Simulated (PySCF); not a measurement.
# C$_{2}$H$_{8}$N$_{2}$, SMILES `CN(C)N`: electronic structure

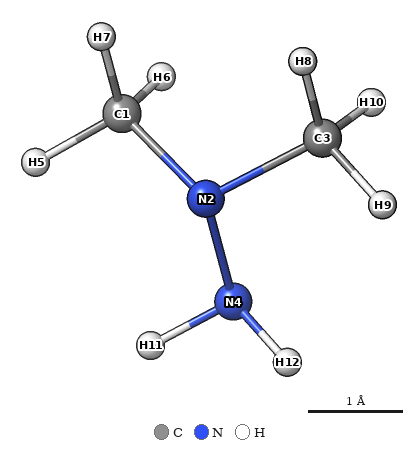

The molecule, with its atoms numbered as below. No frequency check shows the geometry to be a minimum.

Cartesian coordinates (Å):

```
C1      -1.1963    0.6739   -0.0677
N2       0.0000   -0.0074    0.3895
C3       1.1966    0.6734   -0.0677
N4      -0.0003   -1.3551   -0.1858
H5      -2.0703    0.1363    0.2990
H6      -1.2533    0.7386   -1.1623
H7      -1.2014    1.6775    0.3528
H8       1.2021    1.6770    0.3528
H9       2.0703    0.1355    0.2990
H10      1.2536    0.7381   -1.1623
H11     -0.8166   -1.8247    0.2036
H12      0.8158   -1.8250    0.2036
```

## 1. Bonding charge

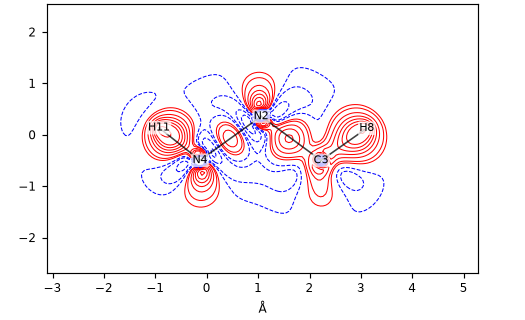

Deformation density (molecule less spherical, spin-averaged free atoms) in the plane of N2, C3, N4, H8 and H11; contours at ±0.05 to ±0.8 e/Å³; solid red lines: gain, dashed blue lines: loss.

PySCF calculation, B3LYP/cc-pVDZ, gas phase; geometry: GFN2-xTB.

Describe the bonding that the map shows.

Answer. N4–H11: +0.82 e/Å³ at the bond critical point (bond length 1.02 Å, Mayer order 1.0). C3–H8: +0.68 e/Å³ at the bond critical point (bond length 1.09 Å, Mayer order 1.0). N2–C3: +0.34 e/Å³ at the bond critical point (bond length 1.45 Å, Mayer order 1.1). N2–N4: +0.28 e/Å³ at the bond critical point (bond length 1.47 Å, Mayer order 1.0). In all, 2.5 electrons gather in the regions of gain relative to the promolecule.

Where do the Hirshfeld charges lie?

Answer. The highest Hirshfeld charge is on H11 and H12 (+0.10 e), the lowest on N4 (−0.19 e).

```csv
atom,charge (e)
C1,−0.07
N2,−0.06
C3,−0.07
N4,−0.19
H5,+0.03
H6,+0.02
H7,+0.04
H8,+0.04
H9,+0.03
H10,+0.02
H11,+0.10
H12,+0.10
```

## 2. Bond critical points

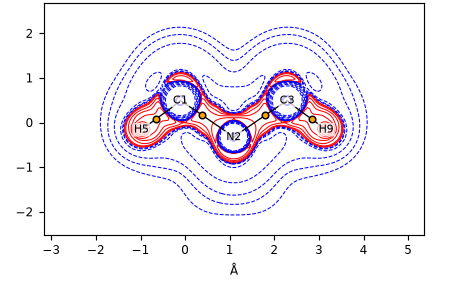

Negative Laplacian of the density (−∇²ρ) in the plane of C1, N2, C3, H5 and H9 (solid red lines positive, dashed blue lines negative, contours at ±0.02 to ±8 a.u.), with bond paths and bond critical points (dots).

At which bond critical points in this plane is charge locally concentrated, and at which depleted?

Answer. Concentrated (∇²ρ < 0): C1–H5 and C3–H9 (−1.01 a.u.); C1–N2 and N2–C3 (−0.72 a.u.). At none is it depleted.

Where along C1–H5 does the critical point lie?

Answer. 0.69 Å from C1 and 0.40 Å from H5.

## 3. Local ionisation energy

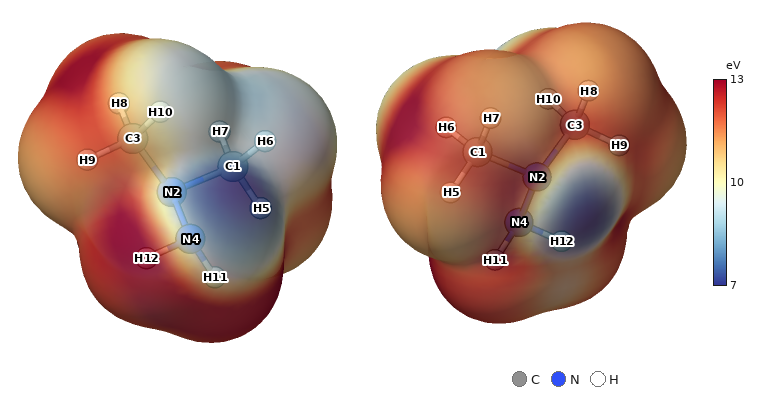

Average local ionisation energy on the surface of electron density 0.001 a.u. (back view left, front view right).

Locate the minima of the map.

Answer. The lowest value is 7.1 eV, 2.0 Å from N4. Further minima include 7.3 eV, 1.9 Å from N2; 8.5 eV, near H6 (1.61 Å) and H10 (1.72 Å); 11.0 eV, 1.4 Å from H9, and at like points elsewhere. For comparison, the highest occupied orbital lies at −5.0 eV.

## 4. In an electric field

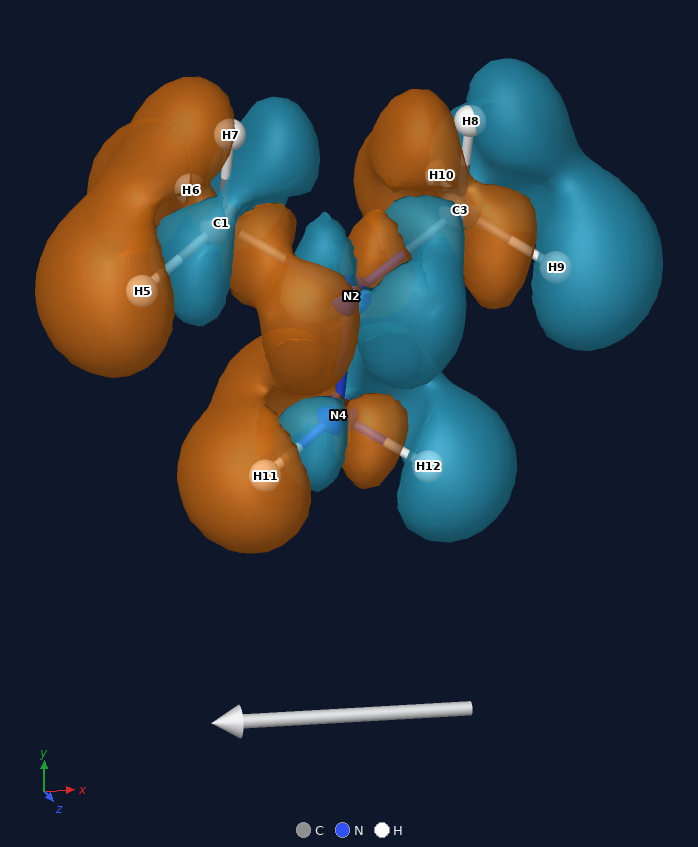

Change of the electron density in a uniform field of 0.10 V/Å along −x (arrow), surfaces at ±0.0006 e/Å³ (light blue: gain, orange: loss).

Computed with PySCF, PBE0/def2-SVPD, geometry: GFN2-xTB.

How large is the response?

Answer. The induced dipole is 0.25 D (along the field); α along this axis, from the fields in both directions, is 49 bohr³ (7.2 Å³).

Which atoms gain and lose the most charge?

Answer. Electrons gather most on H9 (Hirshfeld charge changes by −0.004 e) and leave H5 most (+0.004 e); 0.025 electrons are displaced in all.

## 5. Removing or adding an electron

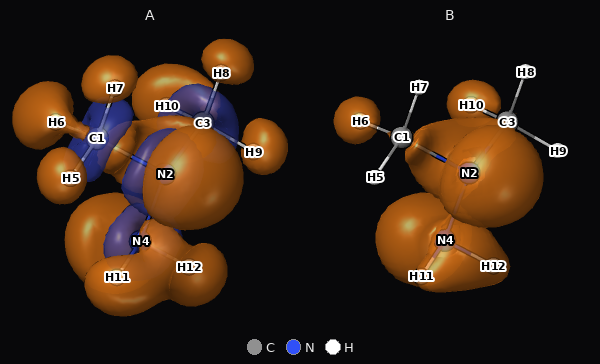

The Fukui function f⁻ from two separate SCF calculations and the density of the HOMO, at ±0.02 e/Å³ (orange positive, blue negative).

PySCF calculation, LDA (SVWN)/def2-SVPD, gas phase; geometry: GFN2-xTB.

Which panel is which, and how good is the frozen-orbital picture?

Answer. A is f⁻ (it has negative regions), B the HOMO density. The HOMO lies on N2 (44 %), N4 (29 %) and C1 and C3 (5 % each); f⁻ (Hirshfeld-condensed) is largest on N2 (0.21) and N4 (0.19); the vertical ionisation energy is 7.82 eV (the stability of the cation's solution wasn't checked). Relaxation shifts 33 % of the electron between atoms. The orbital energy is −4.29 eV.

## 6. Localised orbitals

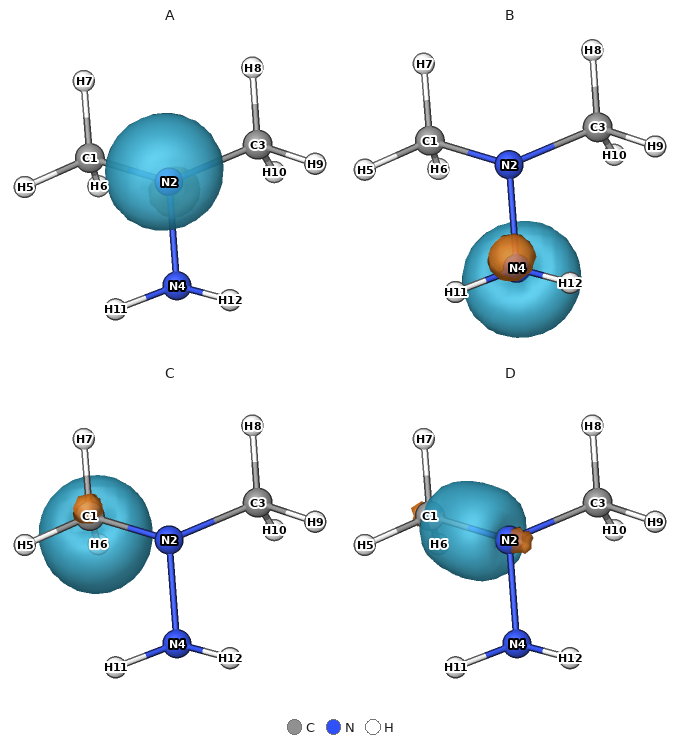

Intrinsic bond orbitals (IBO), occupied; each surface holds about 70 % of the orbital's density. Energies are diagonal elements of the Fock matrix.

Method: TPSSh/def2-TZVP; geometry: GFN2-xTB; program: PySCF.

What does each orbital represent in a Lewis picture?

Answer. By panel:
- A: lone pair on N2 (sp3-type) (N2 96 %; −8.0 eV)
- B: lone pair on N4 (sp2.6-type) (N4 99 %; −8.2 eV)
- C: σ bond C1–H6 (C1 57 %, H6 43 %; −12.5 eV)
- D: σ bond N2–C1 (N2 57 %, C1 42 %; −16.2 eV)

## 7. Stretching a bond

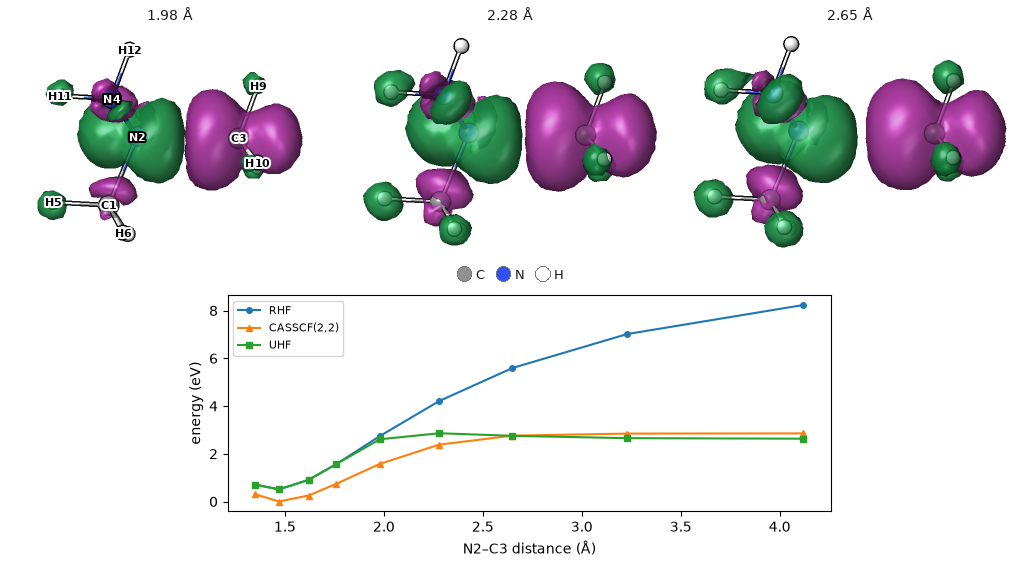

Rigid stretch of the N2–C3 bond. Broken-symmetry UHF spin density at ±0.03 e/Å³ (green: α, purple: β). Below: energies along the scan, from the lowest point of the three curves.

PySCF calculation, cc-pVDZ basis, gas phase; geometry: GFN2-xTB.

How does the broken-symmetry solution share the spin, and how far is it from a pure singlet?

Answer. At 2.65 Å excess α spin lies mostly on N2 and excess β on C3; the two could be swapped at no cost. ⟨S²⟩ is 0.36 at 1.98 Å, 0.85 at 2.28 Å and 0.98 at 2.65 Å, against 0 for a pure singlet and 1 for an equal mix of singlet and triplet.

Where does the UHF solution part from RHF?

Answer. Between 1.76 Å (⟨S²⟩ = 0, the two coincide) and 1.98 Å (⟨S²⟩ = 0.36); at 4.12 Å ⟨S²⟩ is 1.02 and UHF lies 5.6 eV below RHF.

How much energy does the stretch cost?

Answer. By CASSCF, 2.9 eV from the lowest point of the scan (1.47 Å) to 4.12 Å; RHF gives 7.7 eV from its own lowest point. The fragments aren't relaxed and dynamic correlation is missing, so this isn't a bond dissociation energy.

The PySCF runs shown took 12 s, 34 s, 54 s, 41 s and 3.5 min on 1 thread of AMD EPYC 7R43 64-Core Processor (Zen 3), on a shared host.
